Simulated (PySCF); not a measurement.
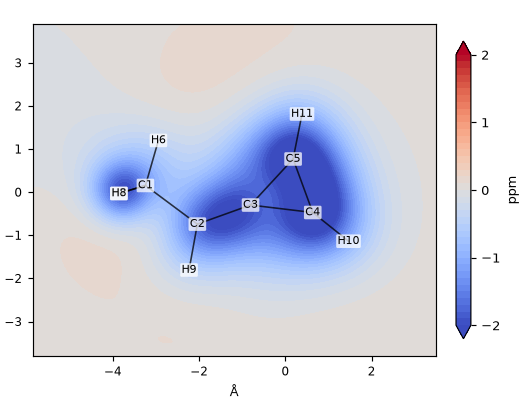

Figure. C$_{5}$H$_{6}$, SMILES `CC=C1C=C1`. Isotropic NICS 1.7 Å above the plane of the 3-membered ring C3/C4/C5; GIAO shieldings; atoms are projected onto the map; negative values mean shielding.

Computed with PySCF, PBE0/def2-SVP, geometry: GFN2-xTB. No frequency check shows the geometry to be a minimum.

Input script:

```python
import numpy as np
from pyscf import gto, scf, dft
from pyscf.prop import nmr
from pyscf.data import nist

def solve(mol, dm0=None, hcore=None):
    mf = (dft.UKS if mol.spin else dft.RKS)(mol, xc='pbe0')
    mf.grids.level = 3
    mf.conv_tol, mf.max_cycle = 1e-8, 80
    if hcore is not None:
        mf.get_hcore = lambda *args: hcore
    mf.kernel(dm0)
    if not mf.converged:
        mf = mf.newton().run(mf.mo_coeff, mf.mo_occ, max_cycle=30)
    assert mf.converged, 'SCF not converged'
    return mf

mol = gto.M(atom='''
C      2.04965    -0.31361     0.00050
C      0.87288     0.61788     0.00053
C     -0.37301     0.21224     0.00027
C     -1.80974     0.42792    -0.00029
C     -1.39116    -0.82606     0.00001
H      1.71796    -1.34889     0.00319
H      2.67204    -0.14436     0.87663
H      2.66908    -0.14788    -0.88478
H      1.09699     1.67597    -0.00012
H     -2.61919     1.11748    -0.00078
H     -1.62858    -1.86258    -0.00029
''', basis='def2-svp', charge=0, spin=0, verbose=4)
mf = solve(mol)
vxc = nmr.rks.get_vxc_giao  # smaller grid blocks
nmr.rks.get_vxc_giao = lambda *a, **k: vxc(*a, **{**k, 'max_memory': 300})
calc = nmr.RKS(mf)
calc.cphf = True
nuclei = calc.kernel()
mo1 = calc.mo10
# ring centres and points 1 angstrom above and below them
points = np.array([
    [-1.1913, -0.0620, -0.0000],
    [-1.1917, -0.0619, 1.0000],
    [-1.1909, -0.0621, -1.0000],
]) / nist.BOHR
mol.atom_coord = lambda i, unit='Bohr': points[i]
idx = range(len(points))
sigma = (calc.dia(shielding_nuc=idx) + calc.para(mo10=mo1, shielding_nuc=idx)[0]) * nist.ALPHA**2 * 1e6
for p, t in zip(points, sigma):
    print('NICS at %8.4f %8.4f %8.4f  %8.2f ppm' % (*(p * nist.BOHR), -t.trace() / 3))
occ = mf.mo_coeff[:, mf.mo_occ > 0]
dm1 = np.array([mf.mo_coeff @ (2 * x) @ occ.T for x in mo1])
np.savez('result.npz', sigma=sigma, nuclei=nuclei, dm0=mf.make_rdm1(), dm1=dm1, e=mf.e_tot, eps=mf.mo_energy, occ=mf.mo_occ)
```

Run with:

```sh
OMP_NUM_THREADS=1 python input.py
```

The run took 16 s on 1 thread of Arm Neoverse V2 (shared host), peak memory 0.6 GiB.

The script gives the values at the ring points; maps and scans were evaluated afterwards from its response orbitals, outside that time.

Q: Classify the ring and give its NICS values.

A: It is shielded above its centre; in a three-membered ring σ bonds weigh heavily, so the values alone don't measure π aromaticity: NICS(0) = −23.1, NICS(1) = −7.4, NICS(1)zz = −11.2 ppm.
